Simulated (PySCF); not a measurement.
# CH3BF2S (methylthiodifluoroborane): levels of theory compared

Wanted: a comparison of 5 runs (HF/def2-SVP, HF/aug-cc-pVDZ, B3LYP/6-31G*, PBE0/cc-pVDZ, CCSD(T)/6-31G) of CH3BF2S (methylthiodifluoroborane). 

The calculation is run with PySCF 2.14.0.

## Step 1: Starting point

CH3BF2S has 8 atoms, charge 0, and is taken as a singlet. SMILES: `CSB(F)F`. The shape is that of a PBE0-D4/def2-TZVP optimisation.

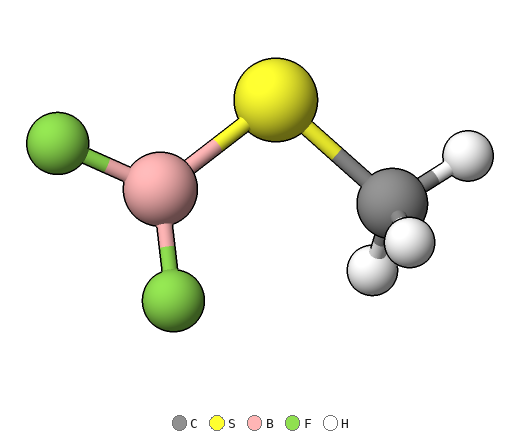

The structure, seen from a chosen angle (carbon grey, sulfur yellow, boron pink, fluorine green, hydrogen white).

## Step 2: Energy and gradient at HF/def2-SVP (run 1)

mol.xyz reads:

```xyz
8

C     -0.803300     0.136900     0.921900
S      0.719300    -0.779600     0.569900
B      1.068100    -0.245300    -1.103500
F      2.133800    -0.711800    -1.727700
F      0.295400     0.609600    -1.753200
H     -0.637500     1.209000     0.840300
H     -1.080700    -0.107300     1.946100
H     -1.603000    -0.168600     0.250500
```

run.py reads:

```python
import pyscf.grad
from pyscf import gto

mol = gto.M(
    atom='mol.xyz',
    basis='def2-svp',
    verbose=4,
    spin=0,
    max_memory=1860,
)

mf = mol.RHF()
mf.conv_tol = 1e-10
mf.kernel()
if not mf.converged:
    mf = mf.newton().run(mf.mo_coeff, mf.mo_occ)

e_final = mf.e_tot
print('E = %.10f Eh' % e_final)
grad = mf.Gradients().kernel()
mf.analyze()
```

Started as:

```console
$ OMP_NUM_THREADS=1 python run.py
```

Log:

```text
PySCF version 2.14.0

[... 89 lines left out ...]
MO #4   energy= -11.2767448214878  occ= 2
[... 16 lines left out ...]
MO #21  energy= -0.607362860269487 occ= 2
[... 16 lines left out ...]
MO #38  energy= 0.666389619479479  occ= 0
[... 16 lines left out ...]
MO #55  energy= 1.44700428684125   occ= 0
[... 16 lines left out ...]
MO #72  energy= 2.25550876678108   occ= 0
[... 16 lines left out ...]
MO #89  energy= 4.26846536739437   occ= 0
[... 100 lines left out ...]
Dipole moment(X, Y, Z, Debye): -1.72060,  0.64593,  1.23408
```

It took 15 s on 1 thread of Intel Xeon at 2.50GHz (Skylake/Cascade Lake), shared host; peak memory 0.18 GiB.

## Step 3: Energy and forces at HF/aug-cc-pVDZ (run 2)

input.py reads:

```python
from pyscf import gto, scf

molecule = gto.M(
    atom=[
    ('C', (-0.803300, 0.136900, 0.921900)),
    ('S', (0.719300, -0.779600, 0.569900)),
    ('B', (1.068100, -0.245300, -1.103500)),
    ('F', (2.133800, -0.711800, -1.727700)),
    ('F', (0.295400, 0.609600, -1.753200)),
    ('H', (-0.637500, 1.209000, 0.840300)),
    ('H', (-1.080700, -0.107300, 1.946100)),
    ('H', (-1.603000, -0.168600, 0.250500)),
],
    max_memory=1860,
    verbose=4,
    basis='aug-cc-pvdz',
    charge=0,
)

calc0 = scf.RHF(molecule)
calc0.conv_tol = 1e-10
calc0.kernel()
if not calc0.converged:
    calc0 = calc0.newton().run(calc0.mo_coeff, calc0.mo_occ)

e_final = calc0.e_tot
print('E = %.10f Eh' % e_final)
grad = calc0.nuc_grad_method().kernel()
calc0.analyze()
```

Started as:

```console
$ OMP_NUM_THREADS=1 python input.py
```

Log:

```text
PySCF version 2.14.0

[... 101 lines left out ...]
MO #16  energy= -0.725371368507997 occ= 2
[... 25 lines left out ...]
MO #42  energy= 0.24811388289458   occ= 0
[... 25 lines left out ...]
MO #68  energy= 0.570963443942761  occ= 0
[... 25 lines left out ...]
MO #94  energy= 1.24410855840943   occ= 0
[... 25 lines left out ...]
MO #120 energy= 2.06255044749968   occ= 0
[... 25 lines left out ...]
MO #146 energy= 5.16397569607531   occ= 0
[... 157 lines left out ...]
Dipole moment(X, Y, Z, Debye): -1.77384,  0.65239,  1.29762
```

Run time: 71 s. Hardware: 1 thread of Intel Xeon at 2.50GHz (Skylake/Cascade Lake), shared host; peak memory 0.55 GiB.

Run 3 isn't shown in full; the table further down has it.

## Step 4: Energy and gradient at PBE0/cc-pVDZ (run 4)

input.py reads:

```python
# CSB(F)F
import pyscf.grad
from pyscf import gto, dft

mol = gto.Mole()
mol.atom = '''
C   -0.803300   0.136900   0.921900
S    0.719300  -0.779600   0.569900
B    1.068100  -0.245300  -1.103500
F    2.133800  -0.711800  -1.727700
F    0.295400   0.609600  -1.753200
H   -0.637500   1.209000   0.840300
H   -1.080700  -0.107300   1.946100
H   -1.603000  -0.168600   0.250500
'''
mol.max_memory = 1860
mol.basis = 'cc-pvdz'
mol.charge = 0
mol.verbose = 3
mol.build()

mf = dft.RKS(mol)
mf.xc = 'pbe0'
mf.grids.level = 5
mf.conv_tol = 1e-10
mf.kernel()
if not mf.converged:
    mf = mf.newton().run(mf.mo_coeff, mf.mo_occ)

energy = mf.e_tot
print('E(%s) = %.9f' % ('PBE0', energy))
grad = mf.Gradients().kernel()
mf.analyze()
```

Started as:

```console
$ OMP_NUM_THREADS=1 python input.py
```

Log:

```text
converged SCF energy = -662.387594508974
[... 23 lines left out ...]
MO #14  energy= -0.595083962077161 occ= 2
[... 14 lines left out ...]
MO #29  energy= 0.128209812744608  occ= 0
[... 14 lines left out ...]
MO #44  energy= 0.634752112454169  occ= 0
[... 14 lines left out ...]
MO #59  energy= 1.22468386828932   occ= 0
[... 14 lines left out ...]
MO #74  energy= 2.15516386973629   occ= 0
[... 14 lines left out ...]
MO #89  energy= 4.12051445611602   occ= 0
[... 9 lines left out ...]
Dipole moment(X, Y, Z, Debye): -1.60140,  0.62003,  1.10680
```

Run time: 64 s. Hardware: 1 thread of Intel Xeon at 2.50GHz (Skylake/Cascade Lake), shared host; peak memory 0.87 GiB.

## Step 5: The energy at CCSD(T)/6-31G (run 5)

start.xyz reads:

```xyz
8
CH3BF2S
C     -0.803300     0.136900     0.921900
S      0.719300    -0.779600     0.569900
B      1.068100    -0.245300    -1.103500
F      2.133800    -0.711800    -1.727700
F      0.295400     0.609600    -1.753200
H     -0.637500     1.209000     0.840300
H     -1.080700    -0.107300     1.946100
H     -1.603000    -0.168600     0.250500
```

run.py reads:

```python
from pyscf import gto, scf, cc

mol = gto.Mole()
mol.atom = 'start.xyz'
mol.spin = 0
mol.verbose = 4
mol.basis = '6-31g'
mol.max_memory = 1860
mol.build()

mf = scf.RHF(mol)
mf.conv_tol = 1e-10
mf.kernel()
if not mf.converged:
    mf = mf.newton().run(mf.mo_coeff, mf.mo_occ)

mycc = cc.CCSD(mf, frozen=9)
mycc.kernel()
e_t = mycc.ccsd_t()
e_final = mycc.e_tot + e_t
print(f'total energy: {e_final:.8f} hartree')
mf.analyze()
```

Started as:

```console
$ OMP_NUM_THREADS=1 python run.py
```

Log:

```text
PySCF version 2.14.0

[... 93 lines left out ...]
Total Energy =                        -660.714909900373868
[... 13 lines left out ...]
MO #7   energy= -6.66251815866622  occ= 2
[... 11 lines left out ...]
MO #19  energy= -0.662119414489263 occ= 2
[... 11 lines left out ...]
MO #31  energy= 0.338083555537739  occ= 0
[... 11 lines left out ...]
MO #43  energy= 0.958262478139901  occ= 0
[... 11 lines left out ...]
MO #55  energy= 2.42391472529432   occ= 0
[... 66 lines left out ...]
Dipole moment(X, Y, Z, Debye): -2.05430,  0.85331,  1.29660
```

Wall time 10 s (1 thread of Intel Xeon at 2.50GHz (Skylake/Cascade Lake), shared host); peak memory 0.17 GiB.

## Step 6: The series

```csv
run,level,Cartesian functions,integration grid,energy (Eh),dipole moment (D) of the reference,HOMO energy (eV),LUMO energy (eV),wall time
1,HF/def2-SVP,no,–,-660.528441,2.21,-10.54,4.24,15 s
2,HF/aug-cc-pVDZ,no,–,-660.889199,2.29,-10.56,0.90,71 s
3,B3LYP/6-31G* (Cartesian functions),yes,5,-662.783604,1.95,-7.27,0.52,60 s
4,PBE0/cc-pVDZ,no,5,-662.387595,2.04,-7.61,0.53,64 s
5,CCSD(T)/6-31G,no,–,-661.185663,2.57,-10.81,4.06,10 s
```

## Step 7: Results

```
                                          quantity          value
                               run 5: total energy  -661.18566 Eh
       run 5: dipole moment (Hartree–Fock density)         2.57 D
        run 5: HOMO energy (Hartree–Fock orbitals)      -10.81 eV
        run 5: LUMO energy (Hartree–Fock orbitals)        4.06 eV
      run 5: HOMO–LUMO gap (Hartree–Fock orbitals)       14.87 eV
run 5: correlation energy (9 core orbitals frozen)     -470.8 mEh
                             run 5: (T) correction      -9.50 mEh
                              run 5: T1 diagnostic          0.013
```

**Reading.** Over runs 1, 2, 3, 4 the dipole moment (its size) runs from 1.95 D (B3LYP/6-31G*) to 2.29 D (HF/aug-cc-pVDZ). The two ends differ in method and basis. Over runs 1, 2, 3, 4 the HOMO–LUMO gap runs from 7.79 eV (B3LYP/6-31G*) to 14.79 eV (HF/def2-SVP). Totals of different functionals can't be ranked against each other. All runs together took 3.7 min, the longest 71 s.
